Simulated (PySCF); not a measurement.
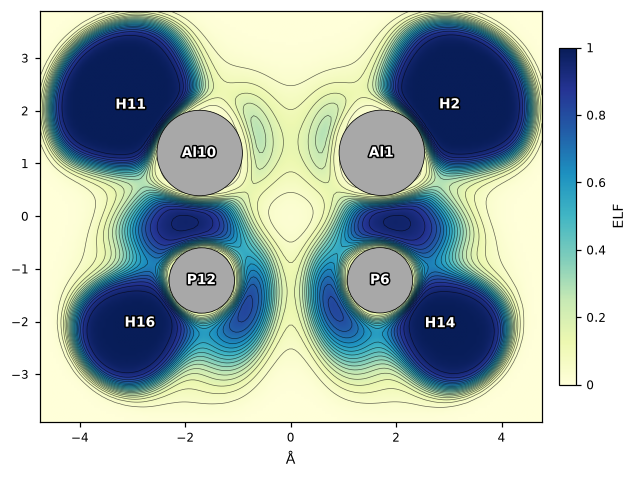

Figure. Al$_{4}$H$_{8}$P$_{4}$. Electron localisation function on the plane of atoms H11, Al10 and P12. Grey discs cover the atomic cores.

Geometry: PBE0-D3(BJ)/def2-SVP.

Method: PBE0/pcSseg-1 Al:pcSseg-2, SCF density, gas phase, non-relativistic (PySCF 2.14.0).

| atom | x (Å) | y (Å) | z (Å) |
| --- | --- | --- | --- |
| Al | -1.7192 | 1.0418 | 0.6654 |
| H | -3.0064 | 1.8255 | 1.1513 |
| P | -0.2768 | -0.3371 | 2.0322 |
| Al | 1.6928 | 0.6866 | 1.0678 |
| H | 2.9510 | 1.2089 | 1.8733 |
| P | 0.2503 | 2.0262 | -0.3372 |
| Al | 0.2764 | 0.3365 | -2.0676 |
| H | 0.4901 | 0.5961 | -3.6147 |
| P | -1.6616 | -0.6773 | -1.0366 |
| Al | -0.2576 | -2.0743 | 0.3503 |
| H | -0.4449 | -3.6254 | 0.6066 |
| P | 1.6818 | -1.0227 | -0.6427 |
| H | -0.4703 | -0.5656 | 3.4156 |
| H | 0.4299 | 3.4112 | -0.5672 |
| H | -2.7960 | -1.1322 | -1.7510 |
| H | 2.8261 | -1.7322 | -1.0793 |

What do the fields say about this system?

- The section cuts through Al, H and P sites.
- Al–P (2.42 Å): the ELF peaks at about 0.95 between the atoms (a covalent bond).
- P–H (1.42 Å): the ELF climbs to about 1 towards the hydrogen, as it does in any bond to H.
- Al–H (1.58 Å): the ELF climbs to about 1 towards the hydrogen.
